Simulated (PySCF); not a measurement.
Input

```
{"job": {"kind": "epr", "basis": "pcH-1"}, "charge": 0, "multiplicity": 2}
C     -2.573021    -1.742060    -0.127262
N     -2.437835    -0.521816     0.472633
Si    -1.445123     0.793943    -0.040220
N      0.293930     0.558469     0.107593
Si     1.318740     1.867080    -0.463622
B      0.841398    -0.628666     0.647525
C      2.404976    -0.843858     0.767916
H     -2.063656    -1.915915    -1.050011
H     -3.137960    -2.514165     0.351696
H     -2.880754    -0.470788     1.376203
H     -1.709504     0.991844    -1.467967
H     -1.850041     1.876767     0.855967
H      0.431255     2.983476    -0.796735
H      2.044665     1.424055    -1.657139
H      2.233402     2.263016     0.608613
H      0.100913    -1.461127     1.024121
H      2.921701    -0.620484    -0.164025
H      2.671923    -1.857194     1.060381
H      2.825188    -0.173328     1.517200
```

Launched as:

```sh
OMP_NUM_THREADS=1 python probes_run.py task.json out
```

Geometry: GFN2-xTB.

Theory: UKS B3LYP, pcH-1 on B C H N Si, non-relativistic, mean-field spin-orbit, GIAO in PySCF 2.14.0, density-fitted response routines.

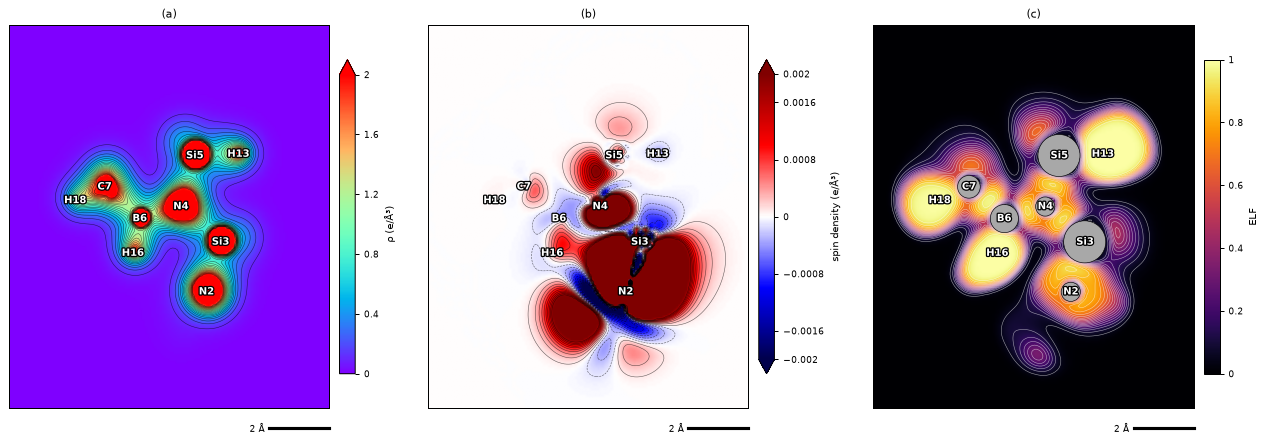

C$_{2}$H$_{12}$BN$_{2}$Si$_{2}$ (SMILES [CH2]N[SiH2]N([SiH3])BC) (doublet). (a) total electron density; (b) spin density (α minus β); (c) electron localisation function on the plane of atoms N4, B6 and C7. Grey discs cover the atomic cores in the ELF map.

Question: What does the map show?

Answer: Atoms in the plane: N, Si, B, C and H. B–N (1.41 Å): ρ is about 1.6 e/Å³ halfway; the ELF peaks at about 0.90 between the atoms: a short, strongly polar bond. C–B (1.58 Å): the density is about 1.3 e/Å³ at the midpoint; the ELF peaks at about 0.95 between the atoms: localised, covalent bonding. Si–N (1.73 Å): the density is about 1.1 e/Å³ at the midpoint; the ELF peaks at about 0.90 between the atoms: a polar covalent bond. C–H (1.09 Å): ρ at the midpoint is about 1.7 e/Å³; the ELF climbs to about 1 towards the hydrogen, as it does in any bond to H; an ordinary covalent bond to hydrogen. B–H (1.18 Å): ρ is about 1.2 e/Å³ halfway; the ELF is about 1 at the midpoint: a covalent bond by its length. The unpaired spin (1 electron) lies mostly on C1 (about 0.6) and N2 (about 0.2), in electrons by Hirshfeld's partition.
